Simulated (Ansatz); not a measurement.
# (H2Al-mu-SH)2 (Al₂H₆S₂): single points with varied inputs

How do the results and run time of (H2Al-mu-SH)2 (Al₂H₆S₂) respond when the settings are drawn wide?

Computed with Ansatz 0.2.0, Gaussian basis. Level: the settings change from run to run.

## Step 1: The relaxed structure

The structure was relaxed beforehand with B3LYP-D4/def2-SVP.

10 atoms, charge 0, spin multiplicity 1.

Atoms are counted from 1 here; the program's logs count them from 0.

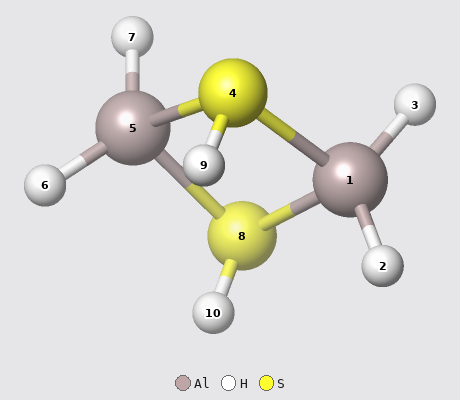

The structure; aluminium light grey, hydrogen white, sulfur yellow; atoms are numbered from 1 in the order of the file.

As a file:

| atom | x (Å) | y (Å) | z (Å) |
| --- | --- | --- | --- |
| Al1 | -0.57138 | -1.21941 | 0.95369 |
| H2 | -2.08982 | -1.05480 | 1.35929 |
| H3 | 0.40863 | -2.38841 | 1.35611 |
| S4 | 0.57608 | 0.83120 | 1.44551 |
| Al5 | 1.07313 | 0.86944 | -0.90299 |
| H6 | 0.46413 | 2.18894 | -1.52375 |
| H7 | 2.54649 | 0.32691 | -1.05737 |
| S8 | -0.38589 | -0.96386 | -1.42630 |
| H9 | -0.51444 | 1.63102 | 1.37933 |
| H10 | -1.50693 | -0.22102 | -1.58352 |

## Step 2: revPBE0/cc-pVDZ

This run has charge -1, multiplicity 2, restricted open-shell orbitals, finite nuclei, D3(BJ) with three-body dispersion, the search for lower states set to light.

Contents of in.yaml:

```yaml
crystal:
  periodic: [false, false, false]
  atoms:
    - {symbol: Al, position_ang: [-0.571381, -1.219415, 0.953688]}
    - {symbol: H, position_ang: [-2.089815, -1.054798, 1.359294]}
    - {symbol: H, position_ang: [0.408629, -2.388407, 1.356111]}
    - {symbol: S, position_ang: [0.576081, 0.831198, 1.445505]}
    - {symbol: Al, position_ang: [1.073135, 0.869443, -0.902988]}
    - {symbol: H, position_ang: [0.464128, 2.188941, -1.523746]}
    - {symbol: H, position_ang: [2.546489, 0.326909, -1.057367]}
    - {symbol: S, position_ang: [-0.385890, -0.963859, -1.426305]}
    - {symbol: H, position_ang: [-0.514441, 1.631017, 1.379328]}
    - {symbol: H, position_ang: [-1.506935, -0.221019, -1.583520]}
basis:
  gaussian: {orbitals: cc-pVDZ, nuclear_model: gaussian}
total_charge: -1
magnetization: {spin_polarized: false, initial_magnetization: 1}
hamiltonian: {xc: {name: revPBE0}, dispersion: d3bjatm}
scf: {lower_state_search: light}
```

Command:

```
> ansatz run in.yaml --threads 4 --pin off --events-out ev --progress --plain --max-ram 3916MiB
```

What it wrote:

```text
Functional definition: revPBE0
  name "revPBE0"
  cite "Zhang & Yang, Phys. Rev. Lett. 80, 890 (1998) doi:10.1103/PhysRevLett.80.890"
  cite "Adamo & Barone, J. Chem. Phys. 110, 6158 (1999) doi:10.1063/1.478522"
  cite "Perdew, Burke & Ernzerhof, Phys. Rev. Lett. 77, 3865 (1996) doi:10.1103/PhysRevLett.77.3865"
  parameter a = 0.25
  parameter kappa = 1.245
  parameter beta = 0.06672455060314922
  exchange = (1 - a)*pbe_x(kappa = kappa, mu = beta*pi^2/3) + a*exact_x
  correlation = pbe_c(beta = beta)
1008 factors; integrals over basis functions are off by at most 7.6e-4 eV
mean field evaluation 1: about -34957.0106 eV, gradient 1.5e1 eV
mean field evaluation 2: about -34957.1415 eV, gradient 1.5e1 eV
mean field evaluation 4: about -34958.1960 eV, gradient 2.2e0 eV
mean field evaluation 8: about -34958.2124 eV, gradient 8.2e-2 eV
mean field evaluation 16: about -34958.2124 eV, gradient 3.6e-4 eV
mean field evaluation 32: about -34958.0521 eV, gradient 2.6e0 eV
mean field evaluation 64: about -34958.0154 eV, gradient 1.2e0 eV
mean field -34958.21242945 eV, -1284.6906112549 hartree, gradient 1.5e-5 eV, S^2 0.750000; 8 other end points of the search recorded, 0 dependent functions left out
reference -34958.21248223 eV, -1284.6906131945 hartree; 33, 32 occupied and 69, 70 virtual orbitals, 1008 factors
Total energy: -34958.83515626 eV, -1284.7134960430 hartree
```

Wall time 9.5 s (4 threads of Arm Neoverse V1, shared host).

## Step 3: PBE0/def2-TZVP

Edit in.yaml of step 2 so:

```diff
@@ -14,6 +14,4 @@
 basis:
-  gaussian: {orbitals: cc-pVDZ, nuclear_model: gaussian}
-total_charge: -1
-magnetization: {spin_polarized: false, initial_magnetization: 1}
-hamiltonian: {xc: {name: revPBE0}, dispersion: d3bjatm}
-scf: {lower_state_search: light}
+  gaussian: {orbitals: def2-TZVP}
+hamiltonian: {xc: {name: PBE0}}
+output: {forces: true}
```

The command is unchanged.

What it wrote, cut to the lines that bear on the results:

```text
Functional definition: PBE0
  name "PBE0"
  cite "Adamo & Barone, J. Chem. Phys. 110, 6158 (1999) doi:10.1063/1.478522"
  cite "Perdew, Burke & Ernzerhof, Phys. Rev. Lett. 77, 3865 (1996) doi:10.1103/PhysRevLett.77.3865"
  parent pbe
[...]
1364 factors; their error is unknown
[...]
mean field -34952.61115017 eV, -1284.4847680379 hartree, gradient 1.5e-5 eV, S^2 0.000000; 0 other end points of the search recorded, 0 dependent functions left out
[...]
reference -34952.61119009 eV, -1284.4847695049 hartree; 32, 32 occupied and 152, 152 virtual orbitals, 1364 factors
Total energy: -34952.61119009 eV, -1284.4847695049 hartree
Atom 0 at    -0.571381    -1.219415     0.953688 Å, force     0.104022     0.271242    -0.204893 eV/Å
Atom 1 at    -2.089815    -1.054798     1.359294 Å, force    -0.023792    -0.010822     0.014822 eV/Å
Atom 2 at     0.408629    -2.388407     1.356111 Å, force     0.014812    -0.010999     0.001921 eV/Å
Atom 3 at     0.576081     0.831198     1.445505 Å, force    -0.175232     0.029566    -0.122604 eV/Å
Atom 4 at     1.073135     0.869443    -0.902988 Å, force    -0.244975    -0.172998     0.190340 eV/Å
Atom 5 at     0.464128     2.188941    -1.523746 Å, force     0.004049     0.024356    -0.016541 eV/Å
Atom 6 at     2.546489     0.326909    -1.057367 Å, force     0.015441    -0.009946     0.001043 eV/Å
Atom 7 at    -0.385890    -0.963859    -1.426305 Å, force    -0.102328     0.164489     0.094584 eV/Å
Atom 8 at    -0.514441     1.631017     1.379328 Å, force     0.189318    -0.170391    -0.023735 eV/Å
Atom 9 at    -1.506935    -0.221019    -1.583520 Å, force     0.218686    -0.114496     0.065063 eV/Å
Dipole moment:    -0.308870     0.215464    -0.031165 e Å
```

Run time: 3.8 s. Hardware: 4 threads of Arm Neoverse V1, shared host.

Largest force 0.355 eV/Å, dipole 1.82 D.

## Step 4: B3LYP5/def2-TZVP

This run has charge -1, multiplicity 2, restricted open-shell orbitals, a point charge of 2.00 e beside it.

Edit in.yaml of step 3 so:

```diff
@@ -14,4 +14,6 @@
 basis:
-  gaussian: {orbitals: def2-TZVP}
-hamiltonian: {xc: {name: PBE0}}
-output: {forces: true}
+  gaussian: {orbitals: def2-TZVP, point_charges: [{charge: 2.00, position_ang: [6.236, 0.875, -0.967]}]}
+total_charge: -1
+magnetization: {spin_polarized: false, initial_magnetization: 1}
+hamiltonian: {xc: {name: B3LYP5}}
+scf: {omitted_lower_state_checks: [starts]}
```

Same command.

What it wrote, cut to the lines that bear on the results:

```text
Functional definition: B3LYP5
  name "B3LYP5"
  cite "Stephens, Devlin, Chabalowski & Frisch, J. Phys. Chem. 98, 11623 (1994) doi:10.1021/j100096a001"
  cite "Becke, Phys. Rev. A 38, 3098 (1988) doi:10.1103/PhysRevA.38.3098"
  cite "Lee, Yang & Parr, Phys. Rev. B 37, 785 (1988) doi:10.1103/PhysRevB.37.785"
  cite "Vosko, Wilk & Nusair, Can. J. Phys. 58, 1200 (1980) doi:10.1139/p80-159"
[...]
1324 factors; their error is unknown
[...]
mean field -34967.22348840 eV, -1285.0217615635 hartree, gradient 1.0e-5 eV, S^2 0.750000; 0 other end points of the search recorded, 0 dependent functions left out
reference -34967.22380074 eV, -1285.0217730415 hartree; 33, 32 occupied and 151, 152 virtual orbitals, 1324 factors
Total energy: -34967.22380074 eV, -1285.0217730415 hartree
Checks for a lower state left out: starts
```

It took 7.5 s on 4 threads of Arm Neoverse V1, shared host; peak memory 0.66 GiB.

## Step 5: B3LYP5/def2-mTZVPP

Edit in.yaml of step 4 so:

```diff
@@ -14,5 +14,3 @@
 basis:
-  gaussian: {orbitals: def2-TZVP, point_charges: [{charge: 2.00, position_ang: [6.236, 0.875, -0.967]}]}
-total_charge: -1
-magnetization: {spin_polarized: false, initial_magnetization: 1}
+  gaussian: {orbitals: def2-mTZVPP}
 hamiltonian: {xc: {name: B3LYP5}}
```

The command is unchanged.

What it wrote, cut to the lines that bear on the results:

```text
Functional definition: B3LYP5
  name "B3LYP5"
  cite "Stephens, Devlin, Chabalowski & Frisch, J. Phys. Chem. 98, 11623 (1994) doi:10.1021/j100096a001"
  cite "Becke, Phys. Rev. A 38, 3098 (1988) doi:10.1103/PhysRevA.38.3098"
  cite "Lee, Yang & Parr, Phys. Rev. B 37, 785 (1988) doi:10.1103/PhysRevB.37.785"
  cite "Vosko, Wilk & Nusair, Can. J. Phys. 58, 1200 (1980) doi:10.1139/p80-159"
[...]
1346 factors; their error is unknown
[...]
mean field -34961.61788146 eV, -1284.8157593081 hartree, gradient 1.6e-5 eV, S^2 0.000000; 0 other end points of the search recorded, 0 dependent functions left out
reference -34961.61819078 eV, -1284.8157706751 hartree; 32, 32 occupied and 96, 96 virtual orbitals, 1346 factors
Total energy: -34961.61819078 eV, -1284.8157706751 hartree
Checks for a lower state left out: starts
```

Run time: 1.7 s. Hardware: 4 threads of Arm Neoverse V1, shared host.

## Step 6: The runs in one table

| level | charge | multiplicity | geometry | functions | energy (eV) | time |
| --- | --- | --- | --- | --- | --- | --- |
| revPBE0/cc-pVDZ | -1 | 2 | relaxed | 102 | -34958.835 | 9.5 s |
| PBE0/def2-TZVP | 0 | 1 | relaxed | 184 | -34952.611 | 3.8 s |
| B3LYP5/def2-TZVP | -1 | 2 | relaxed, point charge | 184 | -34967.224 | 7.5 s |
| B3LYP5/def2-mTZVPP | 0 | 1 | relaxed | 128 | -34961.618 | 1.7 s |

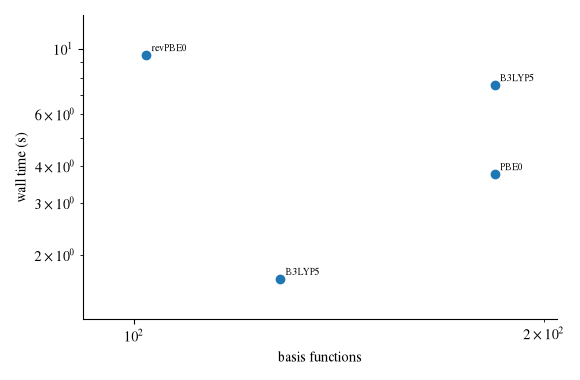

Wall time against the number of basis functions (shared host).

## Step 7: What came out

| quantity | value |
| --- | --- |
| runs | 4 |
| quickest | B3LYP5/def2-mTZVPP, 1.7 s |
| slowest | revPBE0/cc-pVDZ, 9.5 s |
| spread of total energies, same state and geometry | 9.0 eV |

**Reading.** revPBE0/cc-pVDZ took 6 times as long as B3LYP5/def2-mTZVPP. The jobs differ in tasks and options as well as level. Total energies at one charge and spin differ by 9 eV between levels, so only differences within one level mean anything. At the B3LYP-D4/def2-SVP geometry and in the same state, the sound runs without point charges leave forces up to 0.36 eV/Å (PBE0/def2-TZVP).
